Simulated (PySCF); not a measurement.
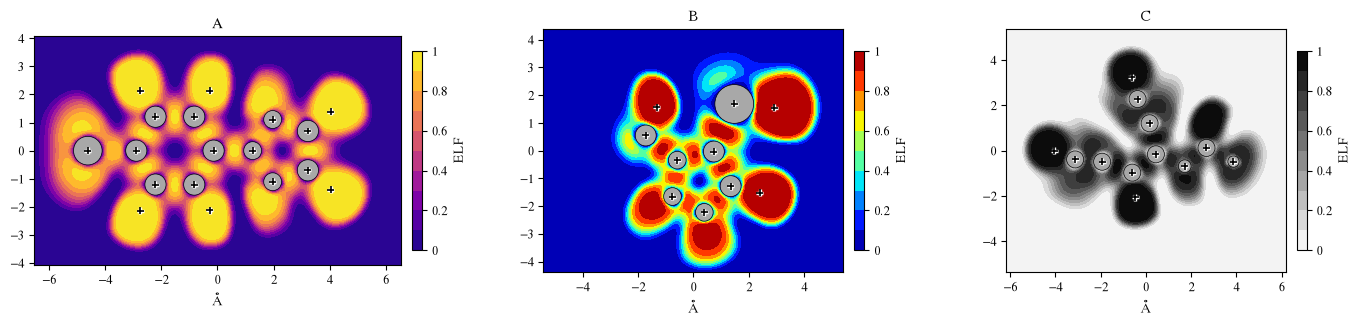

The electron localisation function of 3 systems, each on a plane through atoms (crosses mark nuclei in the plane; grey discs cover the cores).

Level of theory: PySCF 2.14.0, PBE0/pcSseg-1, SCF density, gas phase, non-relativistic.

System 1: C7H4F2O (SMILES C#C/C=C(\C#C)OC(F)F), the plane of atoms C2, C1 and H11. Geometry: GFN2-xTB, MD frame at 250 fs, 400 K.

```yaml
atoms:
  - { symbol: C, position_ang: [3.1506, 0.2483, 0.4200] }
  - { symbol: C, position_ang: [1.9952, 0.3150, 0.1108] }
  - { symbol: C, position_ang: [0.7349, 0.7258, -0.3861] }
  - { symbol: C, position_ang: [-0.3122, -0.0804, -0.4112] }
  - { symbol: C, position_ang: [-0.1137, -1.3699, 0.0956] }
  - { symbol: C, position_ang: [0.3112, -2.3218, 0.7116] }
  - { symbol: O, position_ang: [-1.5034, 0.3583, -0.9585] }
  - { symbol: C, position_ang: [-2.5548, -0.3361, -0.6266] }
  - { symbol: F, position_ang: [-3.6558, 0.1715, -1.2042] }
  - { symbol: F, position_ang: [-2.9064, -0.1978, 0.7170] }
  - { symbol: H, position_ang: [4.0301, -0.1024, 0.7520] }
  - { symbol: H, position_ang: [0.6338, 1.7850, -0.6565] }
  - { symbol: H, position_ang: [0.4968, -3.2020, 1.1246] }
  - { symbol: H, position_ang: [-2.5087, -1.4200, -0.7532] }
```

System 2: C8H6ClN3 (SMILES Clc1ccc(-n2nccn2)cc1), the molecular plane. Geometry: GFN2-xTB.

```xyz
18

Cl    4.5885   -0.0307    0.4795
C     2.8719   -0.0190    0.3003
C     2.2077    1.1912    0.1573
C     0.8346    1.2012    0.0116
C     0.1339   -0.0004    0.0118
N    -1.2503    0.0088   -0.1335
N    -1.9728   -1.0930   -0.1430
C    -3.2161   -0.6778   -0.2952
C    -3.1985    0.7215   -0.3757
N    -1.9449    1.1201   -0.2703
C     0.8029   -1.2113    0.1571
C     2.1763   -1.2199    0.3009
H     2.7639    2.1152    0.1604
H     0.2919    2.1256   -0.1027
H    -4.0384   -1.3605   -0.3396
H    -4.0035    1.4149   -0.4991
H     0.2360   -2.1283    0.1552
H     2.7083   -2.1513    0.4133
```

System 3: C5H11N3Si (SMILES CC(C)n1nncc1[SiH3]), the plane of atoms N6, C7 and H17. Geometry: GFN2-xTB.

```xyz
20

C    -1.8841   -0.1554   -1.0402
C    -0.9616    0.3613    0.0613
C    -1.7165    0.5639    1.3730
N     0.1054   -0.5890    0.2720
N    -0.1639   -1.8316    0.6420
N     0.9376   -2.4756    0.7696
C     1.9537   -1.6509    0.4820
C     1.4439   -0.4040    0.1508
Si    2.3033    1.1758   -0.3505
H    -2.2891   -1.1212   -0.7491
H    -2.7020    0.5410   -1.2022
H    -1.3362   -0.2740   -1.9724
H    -0.4975    1.3035   -0.2505
H    -2.5289    1.2713    1.2329
H    -1.0480    0.9446    2.1421
H    -2.1245   -0.3868    1.7060
H     2.9734   -1.9739    0.5223
H     1.9459    2.2330    0.6011
H     3.7394    0.9231   -0.3412
H     1.8445    1.5556   -1.6908
```

Q: Which map belongs to which system?

A: Panel A is system 2, C8H6ClN3: the plane holds Cl, C, N and H. N–N (1.32 Å): the ELF peaks at about 0.90 between the atoms; a covalent bond. Panel B is system 3, C5H11N3Si: the plane holds C, N, Si and H. N–N (1.28 Å): the ELF peaks at about 0.90 between the atoms (localised, covalent bonding). Panel C is system 1, C7H4F2O: the plane holds C, O, F and H. C–C (1.20 Å): the ELF peaks at about 0.85 between the atoms (a short, multiple covalent bond).
